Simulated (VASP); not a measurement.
**How PAW data sets and SCF threshold change a VASP run on WC (Qusongite)**

A convergence test on WC (Qusongite): the PAW data sets and SCF threshold. The atoms are off their equilibrium sites, so that forces can be compared too. The series runs use r2SCAN. The PAW data sets tried: minimal 64: W C; recommended 54: W C; materialsproject 64: W_sv C; gw 64: W_sv_GW C_GW; hard 64: W C_h; soft 64: W C_s. The SCF threshold tried: EDIFF = 0.01; EDIFF = 0.001; EDIFF = 1E-04; EDIFF = 1E-05; EDIFF = 1E-06; EDIFF = 1E-08. The atoms of the start are displaced at random from the sites of a P-6m2 cell.

Program: VASP 6.6.1. Level of theory: r2SCAN; plane waves and PAW (W, C), in the first sound run; inputs show where later runs differ. Results are calculated unless marked as measured.

### 1. Starting point

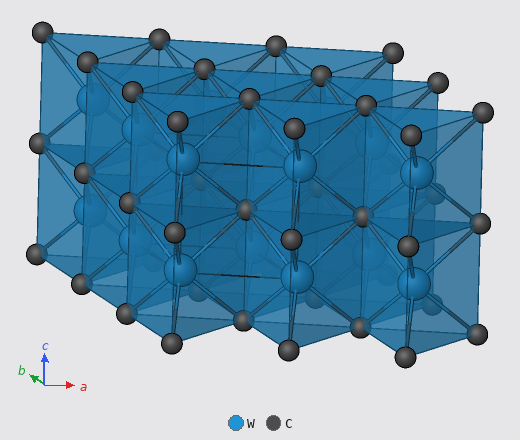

The starting structure, seen slightly off an axis (tungsten blue, carbon dark grey). 2×2×2 cells are drawn. Some periodic images of atoms are drawn too.

### 2. PAW data sets: minimal 64: W C

Data sets differ in which electrons are valence and how hard the partial waves are. r2SCAN adds the kinetic-energy density, costs more than a GGA and is run with LASPH.

INCAR

```
SYSTEM = WC
PREC = Accurate
ENCUT = 520
EDIFF = 1E-06
NELM = 100
ISMEAR = -1
SIGMA = 0.05
LREAL = .FALSE.
ALGO = Normal
METAGGA = R2SCAN
LASPH = .TRUE.
NBANDS = 11
LORBIT = 11
LWAVE = .FALSE.
LCHARG = .FALSE.
KPAR = 2
ISIF = 2
```

POSCAR

```
WC
1.0
    2.9065000000      0.0000000000      0.0000000000
   -1.4532500000      2.5171028361      0.0000000000
    0.0000000000      0.0000000000      2.8366000000
W C
1 1
Direct
    0.0059450000      0.0066780000      0.0194740000
    0.6820890000      0.3248480000      0.5199400000
```

KPOINTS

```
Automatic mesh
0
Gamma
9 9 8
0 0 0
```

Potentials, in the order of the species: W and C (PBE family, release 64).

Launch:

```sh
$ mpirun -np 2 vasp_std
```

Log:

```text
[banner, memory and clock lines left out]
running    2 mpi-ranks, on    1 nodes
 distrk:  each k-point on    1 cores,    2 groups
 distr:  one band on    1 cores,    1 groups

 POSCAR found type information on POSCAR W C
 POSCAR found :  2 types and       2 ions
|                                                                             |
|               ----> ADVICE to this user running VASP <----                  |
|                                                                             |
|     You enforced a specific xc type in the INCAR file but a different       |
|     [... a line on the potential file left out ...]
|     I HOPE YOU KNOW WHAT YOU ARE DOING!                                     |
|                                                                             |

 LDA part: xc-table for (None), standard interpolation
 POSCAR, INCAR and KPOINTS ok, starting setup
 FFT: planning ... GRIDC
 FFT: planning ... GRID_SOFT
 FFT: planning ... GRID
 WAVECAR not read
 entering main loop
       N       E                     dE             d eps       ncg     rms          rms(c)
DAV:   1    -0.132220400921E+02   -0.13222E+02   -0.52777E+03  7150   0.861E+02
DAV:   2    -0.627328900932E+02   -0.49511E+02   -0.47132E+02  8344   0.210E+02
DAV:   3    -0.647500940859E+02   -0.20172E+01   -0.19939E+01  8919   0.351E+01
DAV:   4    -0.647627734787E+02   -0.12679E-01   -0.12676E-01  7767   0.330E+00
DAV:   5    -0.647628295999E+02   -0.56121E-04   -0.56121E-04  8696   0.216E-01    0.314E+01
DAV:   6    -0.616587353227E+02    0.31041E+01   -0.10820E+01  8302   0.203E+01    0.113E+01
DAV:   7    -0.617236430815E+02   -0.64908E-01   -0.51248E-01  7649   0.606E+00    0.825E+00
DAV:   8    -0.617133320549E+02    0.10311E-01   -0.69245E-02  8125   0.198E+00    0.238E+00
DAV:   9    -0.617099241905E+02    0.34079E-02   -0.49343E-03  7993   0.567E-01    0.379E-01
DAV:  10    -0.617101066701E+02   -0.18248E-03   -0.29888E-04  8155   0.141E-01    0.801E-02
DAV:  11    -0.617100966915E+02    0.99786E-05   -0.21339E-05  8125   0.317E-02    0.667E-03
DAV:  12    -0.617100959904E+02    0.70111E-06   -0.17965E-06  7035   0.138E-02
   1 F= -.61710096E+02 E0= -.61708691E+02  d E =-.280908E-02
```

Elapsed: 2.7 min, on 2 MPI ranks of AMD EPYC 7R43, shared host; peak memory 0.35 GiB.

Lines that name or quote the potential files are left out of all logs, and their timing lines are given in words.

OUTCAR, selected parts (step 2):

```text
ion  position               nearest neighbor table
   1  0.006  0.007  0.019-   2 2.15   2 2.15   2 2.22   2 2.22   2 2.23   2 2.23
   2  0.682  0.325  0.520-   1 2.15   1 2.15   1 2.22   1 2.22   1 2.23   1 2.23

  LATTYP: Found a hexagonal cell.
 ALAT       =     2.9065000000
 C/A-ratio  =     0.9759504559

 Subroutine GETGRP returns: Found  1 space group operations
 (whereof  1 operations were pure point group operations)

The static configuration has the point symmetry C_1 .

 Found    325 irreducible k-points:

   k-points           NKPTS =    325   k-points in BZ     NKDIM =    325   number of bands    NBANDS=     11

   dimension x,y,z NGX =    24 NGY =   24 NGZ =   24
   dimension x,y,z NGXF=    48 NGYF=   48 NGZF=   48

   ENCUT  =  520.0 eV  38.22 Ry    6.18 a.u.   5.40  5.40  5.27*2*pi/ulx,y,z

   NELECT =      10.0000    total number of electrons

 k-points in reciprocal lattice and weights: Automatic mesh
   0.00000000  0.00000000  0.00000000       0.002
   0.11111111  0.00000000  0.00000000       0.003
   0.00000000  0.11111111  0.00000000       0.003
  -0.11111111  0.11111111  0.00000000       0.003
   0.22222222  0.00000000  0.00000000       0.003
   0.00000000  0.22222222  0.00000000       0.003
  -0.22222222  0.22222222  0.00000000       0.003
   0.33333333  0.00000000  0.00000000       0.003
   0.00000000  0.33333333  0.00000000       0.003
[...]
-0.44444444 -0.22222222  0.50000000       0.003
   0.33333333  0.33333333  0.50000000       0.003

 average (electrostatic) potential at core
       1 -43.0209       2 -48.1344

 E-fermi :   8.1943

 k-point     1 :       0.0000    0.0000    0.0000
  band No.  band energies     occupation
      1      -7.0556      2.00000
      2       3.6600      2.00000
      3       4.6252      2.00000
      4       4.8162      2.00000
      5       8.2950      0.23553
      6      11.4615      0.00000
      7      11.6039      0.00000
      8      13.6542      0.00000
      9      14.4886      0.00000
    ...

 k-point     2 :       0.1111    0.0000    0.0000
  band No.  band energies     occupation
      1      -6.7436      2.00000
      2       3.6977      2.00000
      3       4.3019      2.00000
      4       5.0815      2.00000
      5       7.4423      2.00000
      6      11.3632      0.00000
      7      12.5364      0.00000
      8      13.3285      0.00000
      9      14.0133      0.00000
     10      16.1806      0.00000
    ...

 k-point     3 :       0.0000    0.1111    0.0000
  band No.  band energies     occupation
      1      -6.7454      2.00000
      2       3.7038      2.00000
      3       4.2883      2.00000
      4       5.0897      2.00000
      5       7.4624      2.00000
      6      11.3455      0.00000
      7      12.5238      0.00000
      8      13.3757      0.00000
      9      13.9733      0.00000
     10      16.1830      0.00000
    ...

  Total        0.3492502     -0.0276632      0.0436256     -0.2368859     -0.0027613      0.0038397
  in kB       26.9635977     -2.1357175      3.3680853    -18.2885966     -0.2131875      0.2964418
  external PRESSURE =       9.3986552 kB  Pullay stress =       0.0000000 kB

  energy-cutoff  :      520.00
  volume of cell :       20.75
      direct lattice vectors                 reciprocal lattice vectors
     2.906500000  0.000000000  0.000000000     0.344056425  0.198641070  0.000000000
    -1.453250000  2.517102836  0.000000000     0.000000000  0.397282139  0.000000000
     0.000000000  0.000000000  2.836600000     0.000000000  0.000000000  0.352534725

 POSITION                                       TOTAL-FORCE (eV/Angst)
 -----------------------------------------------------------------------------------
      0.00757      0.01681      0.05524         0.856010     -0.636173      0.018587
      1.51041      0.81768      1.47486        -0.856010      0.636173     -0.018587
 -----------------------------------------------------------------------------------
    total drift:                                0.000142     -0.000107     -0.000005

  FREE ENERGIE OF THE ION-ELECTRON SYSTEM (eV)
  ---------------------------------------------------
  free  energy   TOTEN  =       -61.7100959904 eV

  energy  without entropy=      -61.7072869075  energy(sigma->0) =      -61.70869145

 total charge
# of ion       s       p       d       tot
------------------------------------------
    1        0.615   0.892   4.376   5.884
    2        0.873   1.565   0.000   2.438
--------------------------------------------------
tot          1.488   2.457   4.376   8.321

[... 3 further parts left out ...]
```

The k-mesh is coarse for a metal. The PAW data sets were made with PBE, which is usual practice but a small mismatch for other functionals. The data set W keeps the semicore shell frozen, which is cheaper and a little less accurate.

Numbers from this step:

```
SCF cycles              : 12
electrons               : 10
bands                   : 11
irreducible k-points    : 325
symmetry operations     : 1
free energy (TOTEN)     : -61.7101 eV
energy at zero smearing : -61.7087 eV
Fermi energy            : 8.194 eV
pressure                : 0.9399 GPa
metallic                : yes
```

The series starts at -30.8543 eV an atom and 0.94 GPa, after 12 cycles in 2.7 min.

### 3. PAW data sets: recommended 54: W C

INCAR is that of step 2.

POSCAR is that of step 2.

KPOINTS is that of step 2.

PAW data sets: W and C (PBE family, release 54).

Launch:

```sh
$ mpirun -np 2 vasp_std
```

Log:

```text
[banner, memory and clock lines left out]
running    2 mpi-ranks, on    1 nodes
[...]
[... a notice as in an earlier step ...]

 LDA part: xc-table for (None), standard interpolation
 POSCAR, INCAR and KPOINTS ok, starting setup
[...]
entering main loop
       N       E                     dE             d eps       ncg     rms          rms(c)
[... 12 cycles as in an earlier step ...]
   1 F= -.61710096E+02 E0= -.61708691E+02  d E =-.280908E-02
```

Elapsed: 2.5 min, on 2 MPI ranks; peak memory 0.35 GiB; 4.7 min of CPU time.

Parts of OUTCAR (step 3):

```text
[... 6 parts as in an earlier step ...]

[... 1 further part left out ...]
[key lines of the parts left out:]
E-fermi :   8.1943
```

With 10 valence electrons the pressure is 0.94 GPa, +0.00 GPa from the first of the series, after 12 cycles in 2.5 min.

### 4. PAW data sets: materialsproject 64: W sv C

This step: r2SCAN; plane waves and PAW (W_sv, C) (VASP 6.6.1).

Edit INCAR of step 3 so:

```diff
@@ -11,3 +11,3 @@
 LASPH = .TRUE.
-NBANDS = 11
+NBANDS = 15
 LORBIT = 11
```

POSCAR is that of step 3.

KPOINTS is that of step 3.

The projector-augmented-wave data sets are W_sv and C (PBE family, release 64).

Launch:

```sh
$ mpirun -np 2 vasp_std
```

Log:

```text
[... set-up lines as in an earlier step ...]
 entering main loop
       N       E                     dE             d eps       ncg     rms          rms(c)
DAV:   1     0.717955446809E+02    0.71796E+02   -0.97606E+03  9758   0.137E+03
DAV:   2    -0.652564774207E+02   -0.13705E+03   -0.13275E+03 11521   0.363E+02
DAV:   3    -0.686921382680E+02   -0.34357E+01   -0.34197E+01 11038   0.548E+01
DAV:   4    -0.687129002524E+02   -0.20762E-01   -0.20761E-01 11521   0.476E+00
[...]
DAV:  11    -0.615794901200E+02   -0.14380E-04   -0.21375E-05 12200   0.476E-02    0.621E-03
DAV:  12    -0.615794889270E+02    0.11929E-05   -0.28016E-06 10023   0.188E-02    0.114E-03
DAV:  13    -0.615794889091E+02    0.17951E-07   -0.13923E-07  4924   0.396E-03
   1 F= -.61579489E+02 E0= -.61577833E+02  d E =-.331136E-02
```

Elapsed: 3.7 min, on 2 MPI ranks; peak memory 0.38 GiB; 6.8 min of CPU time.

OUTCAR, selected parts (step 4):

```text
  Total        0.7549586      0.3813640      0.4436880     -0.2343764     -0.0028470      0.0039616
  in kB       58.2860085     29.4429247     34.2545987    -18.0948568     -0.2197996      0.3058500
  external PRESSURE =      40.6611773 kB  Pullay stress =       0.0000000 kB

 POSITION                                       TOTAL-FORCE (eV/Angst)
 -----------------------------------------------------------------------------------
      0.00757      0.01681      0.05524         0.853172     -0.633064      0.018768
      1.51041      0.81768      1.47486        -0.853172      0.633064     -0.018768
 -----------------------------------------------------------------------------------
    total drift:                                0.000006      0.000044     -0.000008

  FREE ENERGIE OF THE ION-ELECTRON SYSTEM (eV)
  ---------------------------------------------------
  free  energy   TOTEN  =       -61.5794889091 eV

  energy  without entropy=      -61.5761775509  energy(sigma->0) =      -61.57783323

[... 1 part as in an earlier step ...]

[... 2 further parts left out ...]
[key lines of the parts left out:]
E-fermi :  10.9795
```

With 18 valence electrons the pressure is 4.07 GPa, +3.13 GPa from the first of the series, after 13 cycles in 3.7 min.

### 5. PAW data sets: GW 64: W sv GW C GW

This step: r2SCAN; plane waves and PAW (W_sv_GW, C_GW) (VASP 6.6.1).

Edit INCAR of step 4 so:

```diff
@@ -2,3 +2,3 @@
 PREC = Accurate
-ENCUT = 520
+ENCUT = 540
 EDIFF = 1E-06
```

POSCAR is that of step 4.

KPOINTS is that of step 4.

The projector-augmented-wave data sets are W_sv_GW and C_GW (PBE family, release 64).

Launch:

```sh
$ mpirun -np 2 vasp_std
```

Log:

```text
[... set-up lines as in an earlier step ...]
 entering main loop
       N       E                     dE             d eps       ncg     rms          rms(c)
DAV:   1     0.711028944236E+02    0.71103E+02   -0.11874E+04  9766   0.136E+03
DAV:   2    -0.691917145209E+02   -0.14029E+03   -0.13392E+03 13113   0.379E+02
DAV:   3    -0.738346708523E+02   -0.46430E+01   -0.46227E+01 11801   0.641E+01
DAV:   4    -0.738646565886E+02   -0.29986E-01   -0.29982E-01 11843   0.683E+00
[...]
DAV:  11    -0.637721595064E+02   -0.36302E-04   -0.26877E-05 11290   0.570E-02    0.709E-02
DAV:  12    -0.637721571917E+02    0.23147E-05   -0.27540E-06 12703   0.183E-02    0.260E-02
DAV:  13    -0.637721575424E+02   -0.35067E-06   -0.75728E-07  5666   0.923E-03
   1 F= -.63772158E+02 E0= -.63770474E+02  d E =-.336740E-02
```

It took 3.9 min on 2 MPI ranks; peak memory 0.41 GiB.

From OUTCAR (step 5):

```text
  Total        0.3144282     -0.0498912     -0.0215971     -0.2280445     -0.0027713      0.0039286
  in kB       24.2751963     -3.8518108     -1.6673871    -17.6060050     -0.2139524      0.3033043
  external PRESSURE =       6.2519995 kB  Pullay stress =       0.0000000 kB

 POSITION                                       TOTAL-FORCE (eV/Angst)
 -----------------------------------------------------------------------------------
      0.00757      0.01681      0.05524         0.850110     -0.631137      0.018711
      1.51041      0.81768      1.47486        -0.850110      0.631137     -0.018711
 -----------------------------------------------------------------------------------
    total drift:                               -0.000009     -0.000183      0.000023

  FREE ENERGIE OF THE ION-ELECTRON SYSTEM (eV)
  ---------------------------------------------------
  free  energy   TOTEN  =       -63.7721575424 eV

  energy  without entropy=      -63.7687901464  energy(sigma->0) =      -63.77047384

[... 1 part as in an earlier step ...]

[... 2 further parts left out ...]
[key lines of the parts left out:]
E-fermi :  11.8818
```

With 18 valence electrons the pressure is 0.63 GPa, -0.31 GPa from the first of the series, after 13 cycles in 3.9 min.

### 6. PAW data sets: hard 64: W C h

This step: r2SCAN; plane waves and PAW (W, C_h) (VASP 6.6.1).

Edit INCAR of step 5 so:

```diff
@@ -2,3 +2,3 @@
 PREC = Accurate
-ENCUT = 540
+ENCUT = 970
 EDIFF = 1E-06
@@ -11,3 +11,3 @@
 LASPH = .TRUE.
-NBANDS = 15
+NBANDS = 11
 LORBIT = 11
```

POSCAR is that of step 5.

KPOINTS is that of step 5.

PAW data sets: W and C_h (PBE family, release 64).

Launch:

```sh
$ mpirun -np 2 vasp_std
```

Log:

```text
[... set-up lines as in an earlier step ...]
 entering main loop
       N       E                     dE             d eps       ncg     rms          rms(c)
DAV:   1     0.176722543153E+02    0.17672E+02   -0.75103E+03  7150   0.144E+03
DAV:   2    -0.596236440290E+02   -0.77296E+02   -0.73410E+02  8134   0.269E+02
DAV:   3    -0.648356460757E+02   -0.52120E+01   -0.50916E+01  8894   0.595E+01
DAV:   4    -0.649086598402E+02   -0.73014E-01   -0.72959E-01  8054   0.775E+00
[...]
DAV:  11    -0.617199357023E+02    0.24578E-04   -0.43895E-05  8142   0.495E-02    0.161E-02
DAV:  12    -0.617199345324E+02    0.11699E-05   -0.26953E-06  8125   0.183E-02    0.155E-02
DAV:  13    -0.617199343947E+02    0.13767E-06   -0.67669E-08  3938   0.247E-03
   1 F= -.61719934E+02 E0= -.61718527E+02  d E =-.281404E-02
```

Run time: 4.9 min. Hardware: 2 MPI ranks; peak memory 0.63 GiB.

OUTCAR, selected parts (step 6):

```text
  Total        0.3294352     -0.0383350      0.0113436     -0.2367177     -0.0029598      0.0038864
  in kB       25.4337966     -2.9596284      0.8757736    -18.2756109     -0.2285067      0.3000495
  external PRESSURE =       7.7833139 kB  Pullay stress =       0.0000000 kB

 POSITION                                       TOTAL-FORCE (eV/Angst)
 -----------------------------------------------------------------------------------
      0.00757      0.01681      0.05524         0.856810     -0.636800      0.018672
      1.51041      0.81768      1.47486        -0.856810      0.636800     -0.018672
 -----------------------------------------------------------------------------------
    total drift:                               -0.000099     -0.000059     -0.000140

  FREE ENERGIE OF THE ION-ELECTRON SYSTEM (eV)
  ---------------------------------------------------
  free  energy   TOTEN  =       -61.7199343947 eV

  energy  without entropy=      -61.7171203577  energy(sigma->0) =      -61.71852738

[... 1 part as in an earlier step ...]

[... 2 further parts left out ...]
[key lines of the parts left out:]
E-fermi :   8.5257
```

With 10 valence electrons the pressure is 0.78 GPa, -0.16 GPa from the first of the series, after 13 cycles in 4.9 min.

### 7. PAW data sets: soft 64: W C s

This step: r2SCAN; plane waves and PAW (W, C_s) (VASP 6.6.1).

Edit INCAR of step 6 so:

```diff
@@ -2,3 +2,3 @@
 PREC = Accurate
-ENCUT = 970
+ENCUT = 400
 EDIFF = 1E-06
```

POSCAR is that of step 6.

KPOINTS is that of step 6.

The projector-augmented-wave data sets are W and C_s (PBE family, release 64).

Launch:

```sh
$ mpirun -np 2 vasp_std
```

Log:

```text
[... set-up lines as in an earlier step ...]
 entering main loop
       N       E                     dE             d eps       ncg     rms          rms(c)
DAV:   1    -0.867312970110E+01   -0.86731E+01   -0.44242E+03  7158   0.705E+02
DAV:   2    -0.627042653940E+02   -0.54031E+02   -0.50002E+02  8450   0.250E+02
DAV:   3    -0.650788703382E+02   -0.23746E+01   -0.23359E+01  9559   0.452E+01
DAV:   4    -0.651083009555E+02   -0.29431E-01   -0.29413E-01  8374   0.476E+00
[...]
DAV:  11    -0.617070204394E+02   -0.43354E-05   -0.79094E-06 10572   0.289E-02    0.513E-03
DAV:  12    -0.617070185735E+02    0.18659E-05   -0.97948E-07  5336   0.956E-03    0.129E-03
DAV:  13    -0.617070185945E+02   -0.21075E-07   -0.12742E-07  4175   0.591E-03
   1 F= -.61707019E+02 E0= -.61705592E+02  d E =-.285399E-02
```

Wall time 90 s (2 MPI ranks); peak memory 0.29 GiB; 3 min of CPU time.

OUTCAR, selected parts (step 7):

```text
  Total        0.3480107     -0.0321475      0.0458050     -0.2389837     -0.0027623      0.0038141
  in kB       26.8679068     -2.4819241      3.5363421    -18.4505607     -0.2132612      0.2944627
  external PRESSURE =       9.3074416 kB  Pullay stress =       0.0000000 kB

 POSITION                                       TOTAL-FORCE (eV/Angst)
 -----------------------------------------------------------------------------------
      0.00757      0.01681      0.05524         0.857941     -0.637562      0.018706
      1.51041      0.81768      1.47486        -0.857941      0.637562     -0.018706
 -----------------------------------------------------------------------------------
    total drift:                                0.000339     -0.000223     -0.000026

  FREE ENERGIE OF THE ION-ELECTRON SYSTEM (eV)
  ---------------------------------------------------
  free  energy   TOTEN  =       -61.7070185945 eV

  energy  without entropy=      -61.7041646049  energy(sigma->0) =      -61.70559160

[... 1 part as in an earlier step ...]

[... 2 further parts left out ...]
[key lines of the parts left out:]
E-fermi :   8.5994
```

With 10 valence electrons the pressure is 0.93 GPa, -0.01 GPa from the first of the series, after 13 cycles in 90 s.

[end of part 1 of 2]

[Lines on the potential files, build, host, timing and source positions are cut from VASP's logs without a mark.]

[Logs are printed without paths, hosts, clocks, repeated set-up lines and the standing remarks that a program may print on its own settings, such as how far it seeks lower states.]

[Hosts, paths, dates, database ids (printed as entryN), source tags and the programs' standing remarks are cut or masked in the printed files.]

[A measured line is paired with the nearest computed mode of its activity, which favours agreement.]
